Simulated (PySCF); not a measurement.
**CH$_{3}$Cl$_{2}$In, SMILES `C[In](Cl)Cl`: what the electrons do**

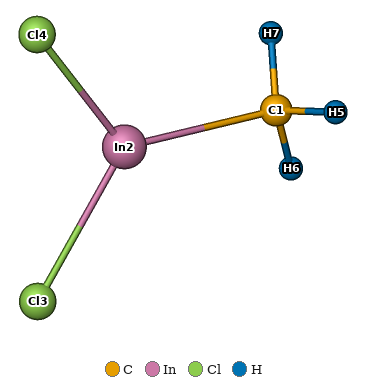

The molecule, with its atoms numbered as below. No frequency check shows the geometry to be a minimum.

Cartesian coordinates (Å):

```
C1       0.0201    2.4725   -0.0017
In2      0.0007    0.2426    0.0005
Cl3      1.9168   -1.0441   -0.0004
Cl4     -1.9294   -1.0233   -0.0004
H5      -0.2973    2.8121    0.9807
H6       1.0328    2.7975   -0.2170
H7      -0.6757    2.8132   -0.7628
```

### 1. Bonding charge

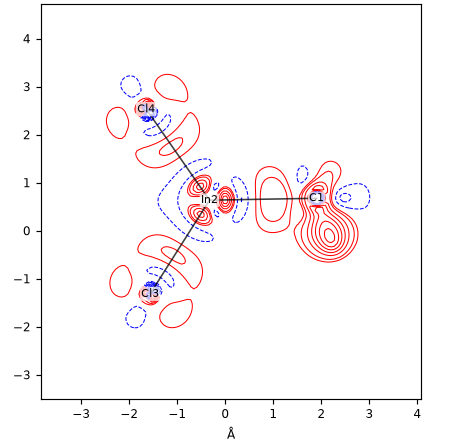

Deformation density (molecule less spherical, spin-averaged free atoms) in the plane of C1, In2, Cl3 and Cl4; contours at ±0.05 to ±0.8 e/Å³; solid red lines: gain, dashed blue lines: loss.

Level of theory: PBE0/def2-TZVP (PySCF), at a geometry from GFN2-xTB. Core potentials replace the inner electrons of In; spin–orbit coupling isn't included.

Q: Describe the bonding that the map shows.

A: C1–In2: +0.14 e/Å³ at the bond critical point (bond length 2.23 Å, Mayer order 0.9). In2–Cl4: +0.06 e/Å³ at the bond critical point (bond length 2.31 Å, Mayer order 1.0). In2–Cl3: +0.06 e/Å³ at the bond critical point (bond length 2.31 Å, Mayer order 1.0). In all, 1.6 electrons gather in the regions of gain relative to the promolecule. A small or negative value marks a very polar bond, one between electron-rich atoms, whose free-atom densities already overlap strongly, a long bond to a heavier atom, or a closed-shell contact such as a hydrogen bond.

### 2. Bond critical points

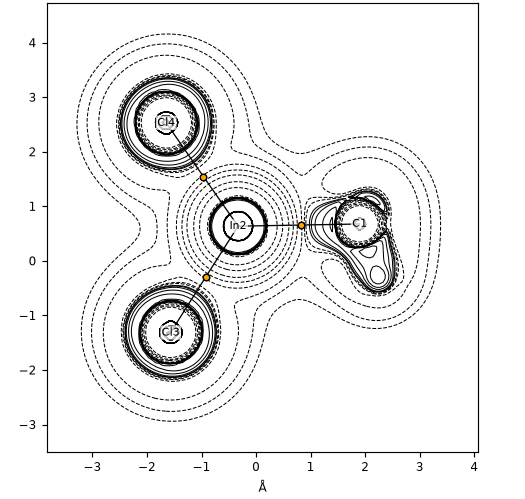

Negative Laplacian of the density (−∇²ρ) in the plane of C1, In2, Cl3 and Cl4 (solid lines positive, dashed lines negative, contours at ±0.02 to ±8 a.u.), with bond paths and bond critical points (dots).

Q: At which bond critical points in this plane is charge locally concentrated, and at which depleted?

A: At none is it concentrated. Depleted (∇²ρ > 0): In2–Cl4 (+0.23 a.u., H = −0.028); In2–Cl3 (+0.23 a.u., H = −0.028); C1–In2 (+0.10 a.u., H = −0.029).

### 3. Local ionisation energy

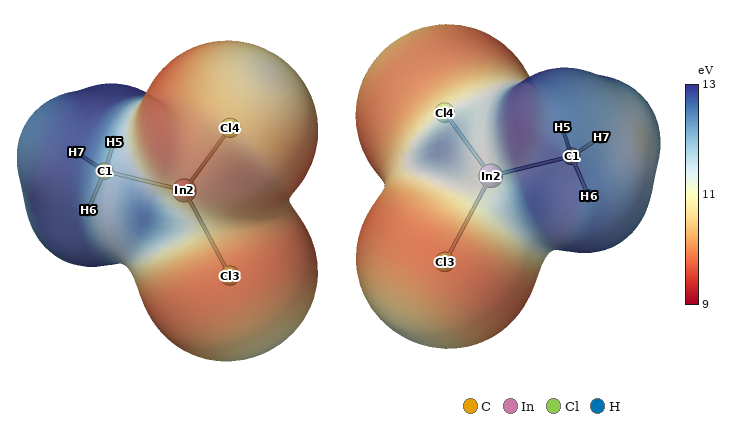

Average local ionisation energy on the surface of electron density 0.001 a.u. (back view left, front view right).

Q: Where are the most loosely bound electrons on this surface?

A: The lowest value is 9.8 eV, 2.1 Å from Cl3, and at like points elsewhere. Further minima include 9.8 eV, 2.1 Å from Cl3; 9.8 eV, 2.1 Å from Cl4; 11.1 eV, about equally far (1.9 Å) from C1, H5, H6 and H7. For comparison, the highest occupied orbital lies at −8.4 eV.

### 4. In an electric field

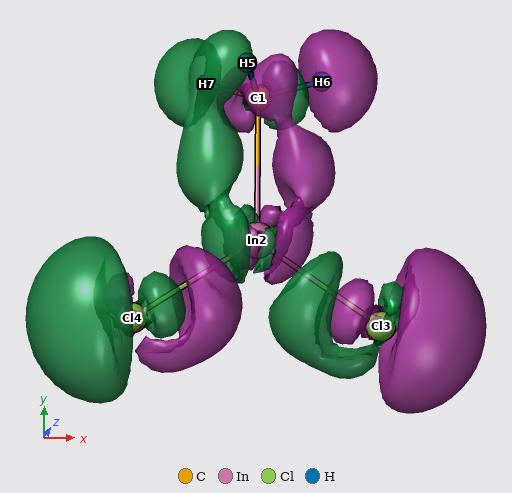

Change of the electron density in a uniform field of 0.21 V/Å, surfaces at ±0.0015 e/Å³ (green: gain, purple: loss).

Level of theory: PBE0/def2-TZVP (PySCF), at a geometry from GFN2-xTB. Core potentials replace the inner electrons of In; spin–orbit coupling isn't included. A basis without diffuse functions makes polarisabilities too small.

Q: Along which Cartesian direction does the field point?

A: Along +x: electrons gather on the −x side, against the field.

Q: How large is the response?

A: The induced dipole is 0.82 D (along the field); α along this axis, from the fields in both directions, is 81 bohr³ (12.0 Å³).

Q: Which atoms gain and lose the most charge?

A: Electrons gather most on Cl4 (Hirshfeld charge changes by −0.022 e) and leave Cl3 most (+0.022 e); 0.062 electrons are displaced in all.
